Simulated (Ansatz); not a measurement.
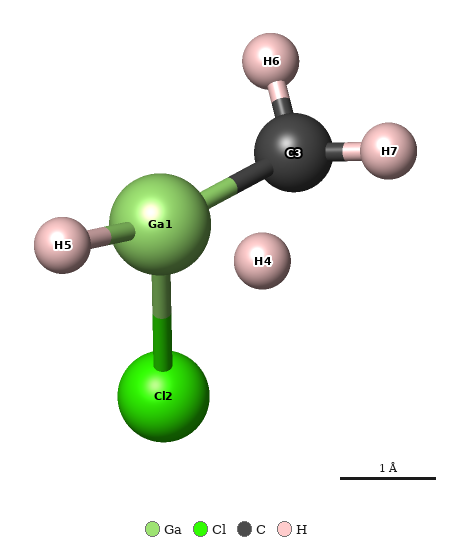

The starting structure (ball-and-stick view, seen at a tilt; atoms are numbered from 1 in the order of the input). Sticks mark near contacts.

# CH$_{4}$ClGa: geometry relaxation (part 1 of 2)

CH$_{4}$ClGa, computed with RKS r2SCAN-D4/def2-SVP (Ansatz 0.2.0).

The input holds or restrains some coordinates. It belongs to a series of runs on one base structure; here: pulled along the bonds that form and break, towards end B. Figures and captions count atoms from 1; the log counts them from 0 in places.

**The program's output**
```
The last accepted step is kept in [file] (removed where the run ends without a failure and the disk answers)
Engine: ansatz 0.2.0, x86_64-unknown-linux-gnu
Functional definition: r2SCAN
  parameter k0 = 0.174
  parameter k1 = 0.065
  parameter a1 = 4.9479
  exchange = r2scan_x(k0 = k0, k1 = k1, a1 = a1)
  correlation = r2scan_c
940 factors; their error is unknown
mean field evaluation 1: about -65980.7326 eV, gradient 5.8e1 eV
mean field evaluation 2: about -65932.1854 eV, gradient 1.1e2 eV
mean field evaluation 4: about -65988.4979 eV, gradient 1.1e1 eV
mean field evaluation 8: about -65988.8781 eV, gradient 7.2e-2 eV
mean field evaluation 16: about -65988.8293 eV, gradient 9.8e-6 eV
mean field -65988.82926799 eV, -2425.0447467638 hartree, gradient 1.1e-5 eV, S^2 0.000000; 0 other end points of the search recorded, 0 dependent functions left out
the calculation of the forces begins
reference -65988.82927803 eV, -2425.0447471324 hartree; 29, 29 occupied and 55, 55 virtual orbitals, 940 factors
relax step   1: F+E_penalty+E_count = -65988.85984927 eV  Δ(F+E_penalty+E_count) = +0.000e0 eV  max|allowed force component| = 2.869e0 eV/Å  E_restraint = 30.13849792 eV  max|allowed force component, restraints' pulls added| = 2.744e1 eV/Å  Δτ_max = 0.0000 Å  (29 SCF iters, accepted)
  distance H 3 - Cl 1 = 1.7636 Å
  distance Ga 0 - Cl 1 = 2.6134 Å
  distance H 3 - C 2 = 1.3889 Å
these checks for a lower state are left out or cut short: starts, cluster_reference, orbital_swaps, neighbouring_geometries, increment
940 factors; their error is unknown
mean field -65987.57717609 eV, -2424.9987332349 hartree, gradient 1.4e-5 eV, S^2 0.000000; 0 other end points of the search recorded, 0 dependent functions left out
[... from here on the field's lines of each further geometry are left out, up to the last ...]
relax step   2: F+E_penalty+E_count = -65987.60786861 eV  Δ(F+E_penalty+E_count) = +1.252e0 eV  max|allowed force component| = 2.900e0 eV/Å  E_restraint = 13.86456132 eV  max|allowed force component, restraints' pulls added| = 1.935e1 eV/Å  Δτ_max = 0.1949 Å  (36 SCF iters, accepted)
relax step   3: F+E_penalty+E_count = -65987.22709692 eV  Δ(F+E_penalty+E_count) = +3.808e-1 eV  max|allowed force component| = 2.772e0 eV/Å  E_restraint = 4.34996855 eV  max|allowed force component, restraints' pulls added| = 1.090e1 eV/Å  Δτ_max = 0.1949 Å  (36 SCF iters, accepted)
relax step   4: F+E_penalty+E_count = -65987.49758966 eV  Δ(F+E_penalty+E_count) = -2.705e-1 eV  max|allowed force component| = 1.385e0 eV/Å  E_restraint = 0.16241370 eV  max|allowed force component, restraints' pulls added| = 2.296e0 eV/Å  Δτ_max = 0.1950 Å  (34 SCF iters, accepted)
relax step   5: F+E_penalty+E_count = -65987.63352321 eV  Δ(F+E_penalty+E_count) = -1.359e-1 eV  max|allowed force component| = 6.070e-1 eV/Å  E_restraint = 0.00204713 eV  max|allowed force component, restraints' pulls added| = 5.599e-1 eV/Å  Δτ_max = 0.1947 Å  (36 SCF iters, accepted)
relax step   6: F+E_penalty+E_count = -65987.63468698 eV  Δ(F+E_penalty+E_count) = -1.164e-3 eV  max|allowed force component| = 3.529e-1 eV/Å  E_restraint = 0.00051185 eV  max|allowed force component, restraints' pulls added| = 4.632e-1 eV/Å  Δτ_max = 0.1325 Å  (30 SCF iters, accepted)
relax step   7: F+E_penalty+E_count = -65987.64329317 eV  Δ(F+E_penalty+E_count) = -8.606e-3 eV  max|allowed force component| = 2.828e-1 eV/Å  E_restraint = 0.00200029 eV  max|allowed force component, restraints' pulls added| = 2.779e-1 eV/Å  Δτ_max = 0.2000 Å  (30 SCF iters, accepted)
relax step   8: F+E_penalty+E_count = -65987.64540434 eV  Δ(F+E_penalty+E_count) = -2.111e-3 eV  max|allowed force component| = 3.280e-1 eV/Å  E_restraint = 0.00126643 eV  max|allowed force component, restraints' pulls added| = 3.280e-1 eV/Å  Δτ_max = 0.2000 Å  (29 SCF iters, accepted)
relax step   9: F+E_penalty+E_count = -65987.64316467 eV  Δ(F+E_penalty+E_count) = +2.240e-3 eV  max|allowed force component| = 6.851e-1 eV/Å  E_restraint = 0.00634187 eV  max|allowed force component, restraints' pulls added| = 1.223e0 eV/Å  Δτ_max = 0.1826 Å  (28 SCF iters, rejected (line search))
relax step  10: F+E_penalty+E_count = -65987.66984055 eV  Δ(F+E_penalty+E_count) = -2.444e-2 eV  max|allowed force component| = 4.410e-1 eV/Å  E_restraint = 0.00181968 eV  max|allowed force component, restraints' pulls added| = 3.650e-1 eV/Å  Δτ_max = 0.0911 Å  (29 SCF iters, accepted)
relax step  11: F+E_penalty+E_count = -65987.67750459 eV  Δ(F+E_penalty+E_count) = -7.664e-3 eV  max|allowed force component| = 2.511e-1 eV/Å  E_restraint = 0.00125765 eV  max|allowed force component, restraints' pulls added| = 1.307e-1 eV/Å  Δτ_max = 0.0870 Å  (29 SCF iters, accepted)
relax step  12: F+E_penalty+E_count = -65987.66227950 eV  Δ(F+E_penalty+E_count) = +1.523e-2 eV  max|allowed force component| = 8.299e-1 eV/Å  E_restraint = 0.00649427 eV  max|allowed force component, restraints' pulls added| = 1.408e0 eV/Å  Δτ_max = 0.1479 Å  (35 SCF iters, rejected (line search))
relax step  13: F+E_penalty+E_count = -65987.68010445 eV  Δ(F+E_penalty+E_count) = -2.600e-3 eV  max|allowed force component| = 3.884e-1 eV/Å  E_restraint = 0.00103464 eV  max|allowed force component, restraints' pulls added| = 3.909e-1 eV/Å  Δτ_max = 0.0719 Å  (31 SCF iters, accepted)
the calculation of the forces begins
reference -65987.65496173 eV, -2425.0015918047 hartree; 29, 29 occupied and 55, 55 virtual orbitals, 940 factors
relax step  14: F+E_penalty+E_count = -65987.68453475 eV  Δ(F+E_penalty+E_count) = -4.430e-3 eV  max|allowed force component| = 2.619e-1 eV/Å  E_restraint = 0.00148830 eV  max|allowed force component, restraints' pulls added| = 7.756e-2 eV/Å  Δτ_max = 0.0750 Å  (29 SCF iters, accepted)
  distance H 3 - Cl 1 = 1.3230 Å
  distance Ga 0 - Cl 1 = 3.5375 Å
  distance H 3 - C 2 = 2.3633 Å
940 factors; their error is unknown
mean field evaluation 128: about -65987.6550 eV, gradient 8.3e-4 eV
```

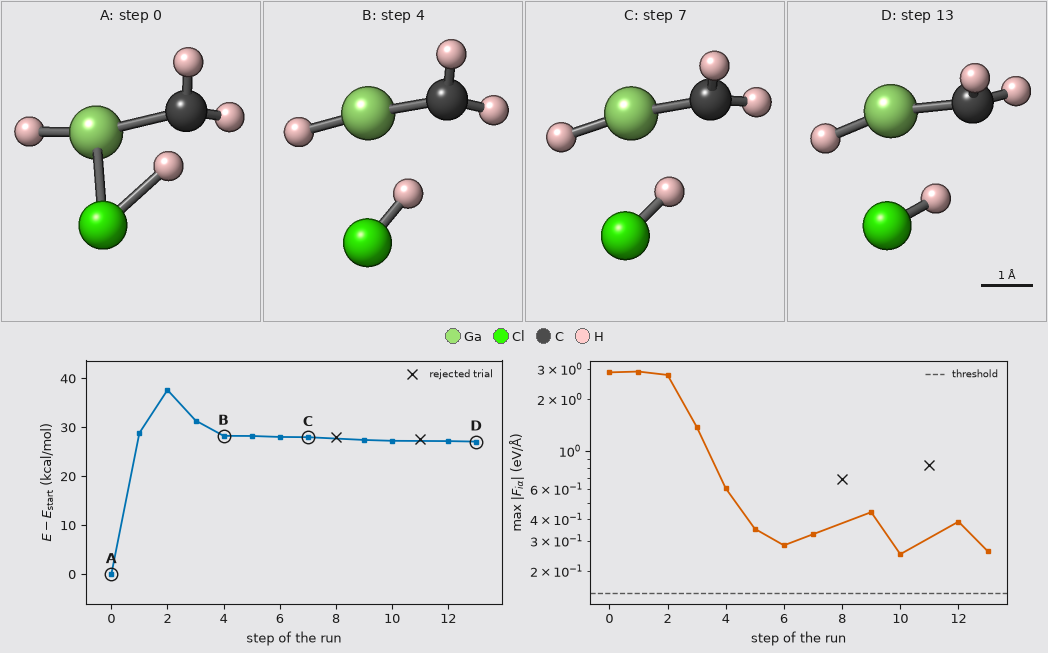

Frames of the restrained relaxation (ball-and-stick view, seen at a tilt) above the curves, on which the letters mark them (the first geometry is step 0 here and step 1 in the log).

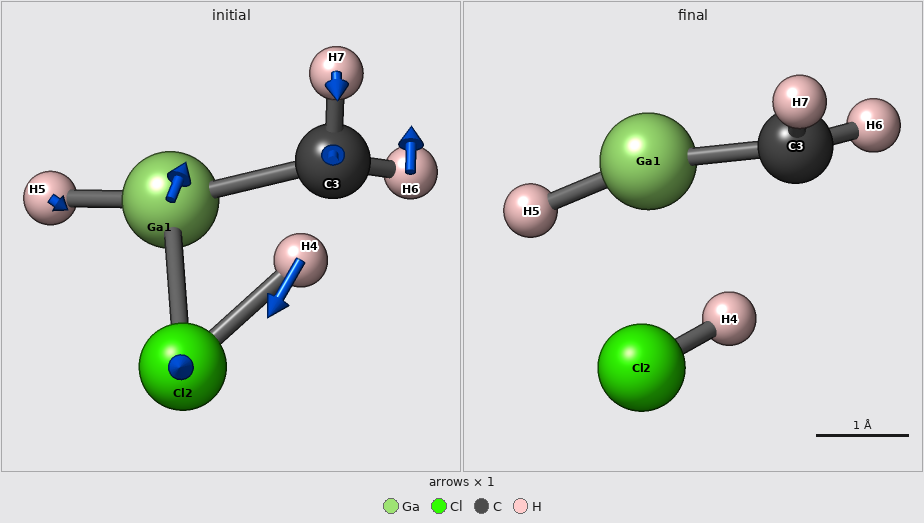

Before (left) and after (right) the restrained relaxation, at one scale (ball-and-stick view, seen at a tilt). The blue arrows give the displacements, at true length. The energy rises by 27.1 kcal/mol in 13 geometry steps. The largest force component goes from 2.9 to 0.26 eV/Å. The line search rejected the trial steps at points 8, 11 (counted from 0) and went back. H4 moves most after the best rigid fit: 0.75 Å. By element the largest moves are H 0.75 Å, Cl 0.58 Å, Ga 0.53 Å, C 0.35 Å. Among the contacts that change: Ga1–Cl2 2.613 → 3.538 Å, Cl2–H4 1.764 → 1.323 Å, Ga1–C3 2.004 → 1.800 Å, Ga1–H5 1.609 → 1.536 Å. New bonds form: Cl2–H4 (1.76 → 1.32 Å). Among the angles that change: Ga1–C3–H7 114.1° → 117.7°, H6–C3–H7 110.8° → 114.2°, Ga1–C3–H6 115.2° → 117.5°. (Atoms are counted from 1 in the order of the input.)

```
mean field -65987.65495177 eV, -2425.0015914386 hartree, gradient 1.4e-5 eV, S^2 0.000000; 1 other end points of the search recorded, 0 dependent functions left out
the calculation of the forces begins
reference -65987.65496173 eV, -2425.0015918047 hartree; 29, 29 occupied and 55, 55 virtual orbitals, 940 factors
Total energy: -65987.68454471 eV, -2425.0026789589 hartree
Atom 0 at    -0.026265     0.538349     1.194479 Å, force     0.069754    -0.066905    -0.056581 eV/Å
Atom 1 at     1.834967    -1.729118    -0.782500 Å, force    -0.261869     0.145182     0.039646 eV/Å
Atom 2 at    -0.831914     0.572381    -0.415223 Å, force     0.105069    -0.078544    -0.043652 eV/Å
Atom 3 at     0.596257    -1.266020    -0.822470 Å, force     0.085833     0.088950     0.046120 eV/Å
Atom 4 at     0.636458     0.107581     2.510942 Å, force    -0.006714    -0.008316     0.010967 eV/Å
Atom 5 at    -1.919762     0.732458    -0.436126 Å, force     0.046361    -0.018643    -0.025108 eV/Å
Atom 6 at    -0.289841     1.044268    -1.249003 Å, force    -0.038435    -0.061724     0.028609 eV/Å
Dipole moment:    -0.187115     0.258087     0.402556 e Å
```

**Trajectory as extended XYZ (Å, eV, eV/Å), 14 frames, from step=1 to step=14**
```
7
Properties=species:S:1:pos:R:3:forces:R:3 step=1 energy=-65988.85985
Ga    0.2947    0.1305    1.1085    0.2672  -0.7883  -1.2120
Cl    1.4546   -1.7170   -0.3306    0.4042   0.2104   1.5551
C    -0.6206    0.4040   -0.6529    2.3072  -2.3314   0.4191
H     0.2091   -0.6573   -0.9910   -2.6151   2.8688   0.0055
H     0.7484    0.2650    2.6462   -0.1195  -0.1681  -0.7232
H    -1.6925    0.2173   -0.6517   -0.4228  -0.1529   0.0900
H    -0.3938    1.3574   -1.1284    0.1788   0.3614  -0.1345
7
Properties=species:S:1:pos:R:3:forces:R:3 step=2 energy=-65987.60787
Ga    0.2112    0.2539    1.1886   -0.7718  -0.1457  -2.4234
Cl    1.4856   -1.8002   -0.4494   -0.2923   0.5510   0.5757
C    -0.6785    0.4908   -0.6000    2.9003  -2.5400   1.4623
H     0.3386   -0.8028   -0.9997   -1.0497   1.4589   0.6816
H     0.7485    0.2655    2.6477    0.1389  -0.2018  -0.0994
H    -1.7106    0.2190   -0.6522   -1.1369  -0.1270   0.1466
H    -0.3949    1.3736   -1.1350    0.2114   1.0046  -0.3434
7
Properties=species:S:1:pos:R:3:forces:R:3 step=3 energy=-65987.22710
Ga    0.1306    0.3634    1.2415   -1.4926   0.4942  -2.7716
Cl    1.5060   -1.8646   -0.5501   -0.6527   0.5979  -0.2373
C    -0.7339    0.5776   -0.5407    2.5771  -1.6590   2.6616
H     0.4684   -0.9479   -1.0083    0.2906   0.0444   0.7911
H     0.7518    0.2622    2.6489    0.1767  -0.2213  -0.0462
H    -1.7311    0.2175   -0.6499   -1.1397  -0.2057   0.0484
H    -0.3919    1.3918   -1.1413    0.2405   0.9495  -0.4460
7
Properties=species:S:1:pos:R:3:forces:R:3 step=4 energy=-65987.49759
Ga    0.0143    0.5000    1.2649   -0.7381   0.2422  -1.3854
Cl    1.5348   -1.9423   -0.6593    0.2451  -0.2851  -0.0561
C    -0.7727    0.6666   -0.4345    0.8878  -0.4856   1.2354
H     0.5998   -1.0919   -1.0130   -0.2435   0.3555   0.2118
H     0.7521    0.2524    2.6271   -0.1987   0.0173  -0.4711
H    -1.7566    0.2014   -0.6385    0.2954   0.3166   0.1441
H    -0.3719    1.4137   -1.1466   -0.2481  -0.1609   0.3213
```
